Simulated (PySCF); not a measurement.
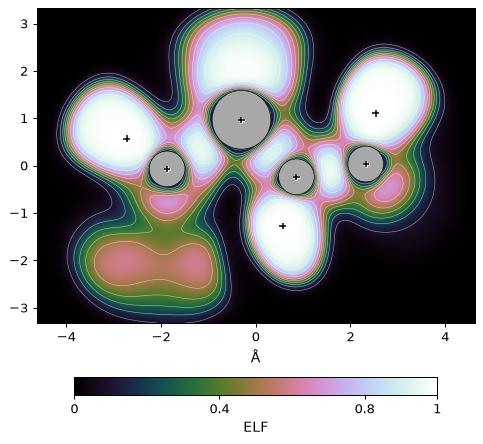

The electron localisation function on a plane through atoms (crosses mark nuclei in the plane; grey discs cover the cores).

These are results of B3LYP/def2-SVPD, SCF density, gas phase in PySCF 2.14.0, not measurements.

Candidates:
A. C6H8OSi
B. C4H9PS (SMILES C/C=P/CSC)

### Which candidate gave the map?

Candidate B: C4H9PS on the plane of atoms C1, C2 and P3, which holds C, P and H. C–C (1.49 Å): the ELF peaks at about 0.95 between the atoms: localised, covalent bonding. C–P (1.67 Å): the ELF peaks at about 0.95 between the atoms, as expected for localised, covalent bonding.
